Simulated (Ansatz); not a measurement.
## Electronic structure of SiH4···HCl in real space

```xyz
7

Si   -0.4031    0.0000   -0.6421
Cl   -0.0147    0.0000    3.5337
H     0.9304    0.0000    0.0186
H    -0.5526    1.2185   -1.4865
H    -0.5526   -1.2185   -1.4865
H    -1.4756    0.0000    0.3971
H    -1.0385    0.0000    2.7484
```

Computed with RKS B3LYP/def2-SVP (Ansatz).

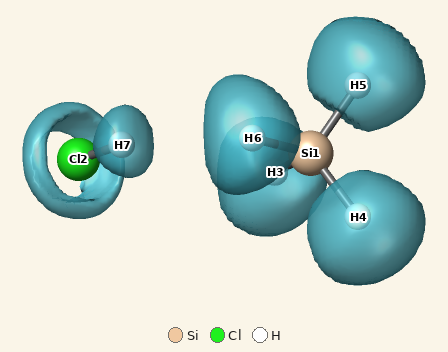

Figure 1. Isosurface of the electron localisation function at 0.9 (cyan), seen from one side. Core shells and regions of very low density are left out.

> Where are the electrons localised?

The surface consists of five regions around hydrogen nuclei and one ring or bowl of non-bonding electrons around Cl. Profiles from the grid: H6···H7 (2.39 Å): the ELF dips to about 0 between them: a weak contact between the two molecules. Cl–H (1.29 Å): the ELF climbs to about 1 towards the hydrogen, as it does in any bond to H.

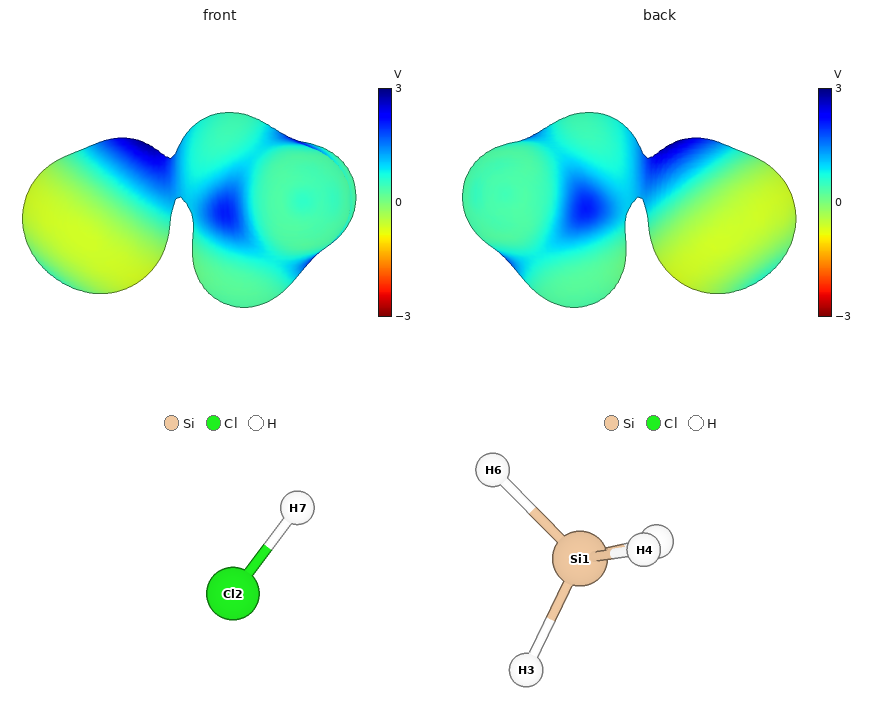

Figure 2. The molecular electrostatic potential painted on the density surface at 0.004 e/bohr³, seen from the front and from behind; the colour scale runs from red (negative) to blue (positive). The bare structure is drawn below in the same view.

> Where is the surface potential most negative and most positive?

The most negative region (about −0.6 V) lies over Cl2, the most positive (about +2.7 V) over H7. Cl2 shows a σ-hole: about +0.6 V at the tip opposite its bond, against about −0.6 V on its flanks.

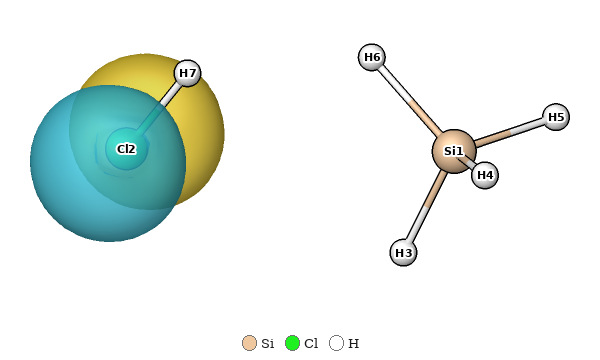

Figure 3. The HOMO−1 at ±0.2 Å⁻³ᐟ² (yellow and cyan are the two phases), seen at a tilt.

> Describe this orbital and give its energy.

By Hirshfeld shares it lies mainly on Cl2 (about 95 %); largely a lone pair of Cl2. Its energy is −8.63 eV.

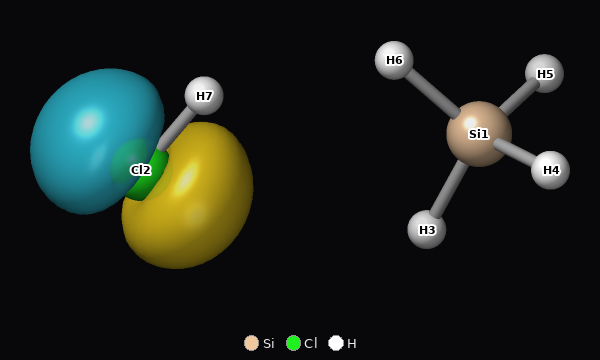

Figure 4. The HOMO at ±0.2 Å⁻³ᐟ² (yellow and cyan are the two phases), seen at a tilt.

> Describe this orbital and give its energy.

It lies mainly on Cl2 (about 95 %); largely a lone pair of Cl2. Its energy is −8.61 eV.
